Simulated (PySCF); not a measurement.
C3H9FSi2, SMILES C[SiH2]/C=C/[SiH2]F, GFN2-xTB optimised geometry. Atoms within 1.6 Å of the plane z = 0.0 Å (x, y, z in Å): Si1 (2.82, -0.90, -0.97), C3 (0.94, -0.92, -0.96), C4 (0.17, -0.42, 0.00), Si5 (-1.72, -0.42, 0.00), C6 (-2.32, 1.39, 0.00), H7 (3.38, 0.42, -0.77), H8 (3.41, -1.92, -0.11), H10 (0.65, 0.04, 0.85), H11 (-2.20, -1.10, 1.21), H12 (-2.21, -1.12, -1.19), H13 (-1.97, 1.92, -0.88), H14 (-1.96, 1.92, 0.87), H15 (-3.41, 1.44, 0.01).

Method: PBE0/def2-TZVP (PySCF). Cells within 0.4 Å of a nucleus heavier than hydrogen are left out (blank, or x).

Map of the log10 of the electron density (e/bohr³), floored at −4 on the plane z = 0.0 Å:

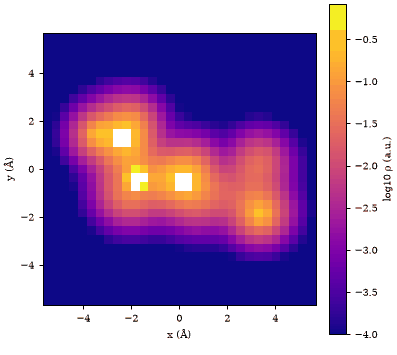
Fig. 1. Log10 of the electron density (e/bohr³), floored at −4 on the plane z = 0.0 Å.
